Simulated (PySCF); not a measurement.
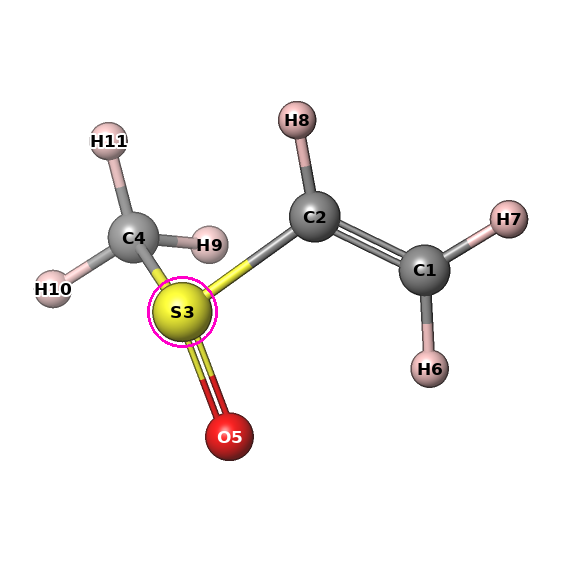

Distant atoms are faded towards the background colour. Circles mark the stereogenic atoms. The computed structure is the end point of a PBE0-D3(BJ)/def2-SVP optimisation. No frequency run is at hand to confirm it as a minimum.

### Give the R/S and E/Z labels.

S3: R.
